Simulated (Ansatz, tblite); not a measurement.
**Al9As9 wurtzite hole sphere (Al₉As₉H₂₄): spin-state energies by level**

Aim: set other spin states of Al9As9 wurtzite hole sphere (Al₉As₉H₂₄) against its singlet, on many levels of theory.

Method: as each input shows; program: Ansatz 0.2.0, Gaussian basis.

The runs, in order: triplet, at the geometry of the singlet (GFN1-xTB, GFN2-xTB, PBE0-D4/def2-TZVP, PBE-D4/def2-TZVP); the singlet's energies come from earlier runs.

1 further run of the same task is left out (set aside as unsound or not needed).

## 1. The relaxed structure

The geometry is that of the singlet, from an earlier relaxation (PBE-D4/def2-SVP).

42 atoms, charge 0, spin multiplicity 1.

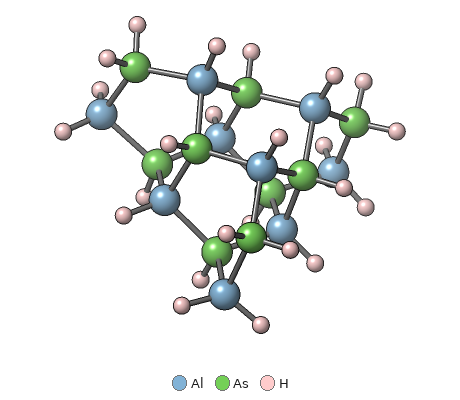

The structure; aluminium light blue, arsenic green, hydrogen pink.

## 2. Triplet at the fixed geometry, GFN1-xTB

Tight binding, by tblite at 300 K electronic temperature and without a spin-polarisation term:

```python
tblite.interface.Calculator('GFN1-xTB', numbers, positions, charge=0, uhf=2).singlepoint()
```

Energy -1252.5868 eV; 0.51 s.

## 3. Triplet at the fixed geometry, GFN2-xTB

Tight binding, by tblite at 300 K electronic temperature and without a spin-polarisation term:

```python
tblite.interface.Calculator('GFN2-xTB', numbers, positions, charge=0, uhf=2).singlepoint()
```

Energy -1174.5355 eV; 0.47 s.

## 4. Triplet at the fixed geometry, PBE0-D4/def2-TZVP

File in.yaml:

```yaml
crystal:
  periodic: [false, false, false]
  atoms:
    - {symbol: Al, position_ang: [0.003118, -4.805253, -1.480273]}
    - {symbol: As, position_ang: [-0.005763, -4.540434, 1.071280]}
    - {symbol: As, position_ang: [-0.000211, -2.336437, -1.949455]}
    - {symbol: Al, position_ang: [-2.104805, -1.215652, -1.267484]}
    - {symbol: Al, position_ang: [-0.001144, -2.331620, 2.257038]}
    - {symbol: As, position_ang: [-1.908500, -1.099131, 1.241971]}
    - {symbol: As, position_ang: [-2.022702, 1.166438, -1.952111]}
    - {symbol: Al, position_ang: [-4.161457, 2.400558, -1.485602]}
    - {symbol: Al, position_ang: [-2.019706, 1.170304, 2.254471]}
    - {symbol: As, position_ang: [-3.931584, 2.273986, 1.066294]}
    - {symbol: Al, position_ang: [2.104420, -1.215702, -1.268118]}
    - {symbol: As, position_ang: [1.907492, -1.101557, 1.241406]}
    - {symbol: As, position_ang: [2.022387, 1.166640, -1.952447]}
    - {symbol: Al, position_ang: [-0.000042, 2.429642, -1.270829]}
    - {symbol: Al, position_ang: [2.021507, 1.167572, 2.254142]}
    - {symbol: As, position_ang: [0.001485, 2.205200, 1.238974]}
    - {symbol: Al, position_ang: [4.158761, 2.404920, -1.486016]}
    - {symbol: As, position_ang: [3.937126, 2.264608, 1.065875]}
    - {symbol: H, position_ang: [-1.411060, -5.458177, -1.851549]}
    - {symbol: H, position_ang: [1.423893, -5.450573, -1.839764]}
    - {symbol: H, position_ang: [-1.154317, -5.332411, 1.687512]}
    - {symbol: H, position_ang: [1.129627, -5.344216, 1.696514]}
    - {symbol: H, position_ang: [-0.000688, -2.204278, -3.471887]}
    - {symbol: H, position_ang: [-3.437169, -1.986011, -1.694720]}
    - {symbol: H, position_ang: [-0.000465, -2.433068, 3.851152]}
    - {symbol: H, position_ang: [-3.144218, -1.811131, 1.787228]}
    - {symbol: H, position_ang: [-1.907066, 1.098726, -3.474397]}
    - {symbol: H, position_ang: [-5.431619, 1.495451, -1.848483]}
    - {symbol: H, position_ang: [-4.016133, 3.951899, -1.854864]}
    - {symbol: H, position_ang: [-2.108502, 1.222771, 3.848505]}
    - {symbol: H, position_ang: [-5.194022, 1.686406, 1.688513]}
    - {symbol: H, position_ang: [-4.050406, 3.663427, 1.683923]}
    - {symbol: H, position_ang: [3.437214, -1.985096, -1.695754]}
    - {symbol: H, position_ang: [3.142761, -1.814538, 1.786388]}
    - {symbol: H, position_ang: [1.906871, 1.098747, -3.474733]}
    - {symbol: H, position_ang: [-0.000723, 3.967952, -1.700644]}
    - {symbol: H, position_ang: [2.109943, 1.220561, 3.848172]}
    - {symbol: H, position_ang: [0.002304, 3.631995, 1.782579]}
    - {symbol: H, position_ang: [5.431262, 1.507644, -1.859731]}
    - {symbol: H, position_ang: [4.005480, 3.958092, -1.844472]}
    - {symbol: H, position_ang: [5.196599, 1.662470, 1.680207]}
    - {symbol: H, position_ang: [4.070073, 3.649303, 1.691180]}
basis:
  gaussian: {orbitals: def2-TZVP, fitting: {mean_field: def2-universal-jkfit}}
magnetization: {spin_polarized: true, initial_magnetization: 2}
hamiltonian: {xc: pbe0, dispersion: d4}
scf: {omitted_lower_state_checks: [starts]}
output: {orbitals: {seedname: orbitals}}
```

On the command line:

```sh
ansatz run in.yaml --threads 4 --pin off --events-out ev --progress --plain --max-ram 66560MiB --backend cuda --devices 0, --max-vram 37GiB
```

What it wrote:

```text
Functional definition: PBE0
  name "PBE0"
  cite "Adamo & Barone, J. Chem. Phys. 110, 6158 (1999) doi:10.1063/1.478522"
  cite "Perdew, Burke & Ernzerhof, Phys. Rev. Lett. 77, 3865 (1996) doi:10.1103/PhysRevLett.77.3865"
  parent pbe
  parameter a = 0.25
  parameter kappa = 0.804
  parameter beta = 0.06672455060314922
  exchange = (1 - a)*pbe_x(kappa = kappa, mu = beta*pi^2/3) + a*exact_x
  correlation = pbe_c(beta = beta)
these checks for a lower state are left out or cut short: starts
3978 factors; integrals over basis functions are off by at most 6.8e-1 eV
mean field evaluation 1: about -607249.4208 eV, gradient 2.6e1 eV
mean field evaluation 2: about -607250.9360 eV, gradient 1.8e1 eV
mean field evaluation 4: about -607252.4015 eV, gradient 3.3e0 eV
mean field evaluation 8: about -607252.4696 eV, gradient 4.5e-1 eV
mean field evaluation 16: about -607252.4749 eV, gradient 2.0e-2 eV
mean field evaluation 32: about -607252.4751 eV, gradient 1.5e-4 eV
mean field -607252.47507139 eV, -22316.1168483622 hartree, gradient 4.2e-6 eV, S^2 2.006159; 0 other end points of the search recorded, 0 dependent functions left out
reference -607252.47516482 eV, -22316.1168517960 hartree; 220, 218 occupied and 689, 691 virtual orbitals, 3978 factors
Total energy: -607255.13772805 eV, -22316.2146991897 hartree
Checks for a lower state left out: starts
```

Run time: 60 s. Hardware: 1 × H100 (card shared with other runs) with 4 threads of AMD EPYC 7R13, shared host; peak host memory 1.7 GiB.

HOMO -2.72 eV, LUMO -6.31 eV (over both spins; with the spin held, an empty level of the minority spin lies below the top filled one); ⟨S²⟩ 2.006 (pure: 2.00).

## 5. Triplet at the fixed geometry, PBE-D4/def2-TZVP

start.molden holds the orbitals of an earlier run on this state, given as this run's starting guess.

Edit in.yaml of step 4 so:

```diff
@@ -46,5 +46,5 @@
 basis:
-  gaussian: {orbitals: def2-TZVP, fitting: {mean_field: def2-universal-jkfit}}
+  gaussian: {orbitals: def2-TZVP, fitting: {mean_field: def2-universal-jkfit}, initial_orbitals: start.molden}
 magnetization: {spin_polarized: true, initial_magnetization: 2}
-hamiltonian: {xc: pbe0, dispersion: d4}
+hamiltonian: {xc: pbe, dispersion: d4}
 scf: {omitted_lower_state_checks: [starts]}
```

Same command.

What it wrote:

```text
Functional definition: PBE
  name "PBE"
  cite "Perdew, Burke & Ernzerhof, Phys. Rev. Lett. 77, 3865 (1996) doi:10.1103/PhysRevLett.77.3865"
  parent pbe
  parameter kappa = 0.804
  parameter beta = 0.06672455060314922
  exchange = pbe_x(kappa = kappa, mu = beta*pi^2/3)
  correlation = pbe_c(beta = beta)
these checks for a lower state are left out or cut short: starts
3978 factors; integrals over basis functions are off by at most 6.8e-1 eV
mean field evaluation 1: about -607229.4668 eV, gradient 2.1e1 eV
mean field evaluation 2: about -607230.1441 eV, gradient 8.4e-1 eV
mean field evaluation 4: about -607230.1671 eV, gradient 1.6e-1 eV
mean field evaluation 8: about -607230.1679 eV, gradient 1.2e-4 eV
mean field evaluation 16: about -607230.1679 eV, gradient 7.7e-6 eV
mean field -607230.16788019 eV, -22315.2970742062 hartree, gradient 2.8e-6 eV, S^2 2.002295; 0 other end points of the search recorded, 0 dependent functions left out
reference -607230.16800622 eV, -22315.2970788378 hartree; 220, 218 occupied and 689, 691 virtual orbitals, 3978 factors
Total energy: -607233.08638402 eV, -22315.4043272437 hartree
Checks for a lower state left out: starts
```

It took 36 s on 1 × H100 (card shared with other runs) with 4 threads of AMD EPYC 7R13, shared host; peak host memory 1.6 GiB.

HOMO -2.43 eV, LUMO -6.29 eV (over both spins; with the spin held, an empty level of the minority spin lies below the top filled one); ⟨S²⟩ 2.002 (pure: 2.00).

## 6. Triplet less singlet, vertical

The singlet's energies are those of its earlier runs, whose logs aren't repeated here.

```csv
level,"triplet less singlet, vertical (kJ/mol)",time
GFN1-xTB,+356.2,0.79 s
GFN2-xTB,+251.9,0.77 s
PBE-D4/def2-TZVP,+370.1,47 s
PBE0-D4/def2-TZVP,+436.2,76 s
```

Times add the two runs; a level without a time comes out of a correlated run. Tight binding without a spin term can't rank spin states.

## 7. Results

```
                                                quantity                                       value
triplet less singlet, vertical, functionals in def2-TZVP  +370.1 (PBE-D4) to +436.2 kJ/mol (PBE0-D4)
```

All functionals put the triplet above the singlet, over a spread of 66.1 kJ/mol. The checks for a lower triplet were left out, so another state of that spin may lie lower. These are electronic energies, without zero-point motion, entropy or surroundings.
